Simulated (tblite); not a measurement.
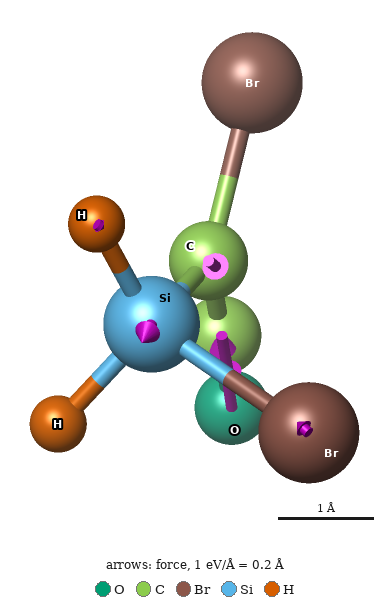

Starting geometry of C₂H₂Br₂OSi with the computed forces as purple arrows. Style: ball-and-stick. Shown from a free direction.

Theory: GFN2-xTB geometry optimisation, gas phase (tblite). 

Is this structure relaxed? If not, where do the atoms go?

Answer. It isn't relaxed: the largest force vector, on the O atom, is 6.41 eV/Å. The final displacements have little in common with the starting forces (cosine between the two patterns 0.14). The largest moves after the best rigid fit, 0.47 Å, are those of Br atoms. By element the largest moves are Br 0.47 Å, O 0.35 Å, H 0.30 Å, C 0.16 Å, Si 0.10 Å. Some distances before and after: C–O 1.237 → 1.160 Å, Br–Si 2.285 → 2.209 Å, C–Si 1.832 → 1.883 Å, C–C 1.323 → 1.293 Å. Bond angles that change, for instance: H–Si–H 112.4° → 117.2°, Br–Si–H 111.6° → 106.9°, Br–C–Si 121.7° → 117.1°. Groups turn about C–Si by about 25°. Over 77 geometry steps the energy falls by 41.4 kJ/mol. Cost: 0.44 s on 1 thread of Arm Neoverse V1, on a shared host.
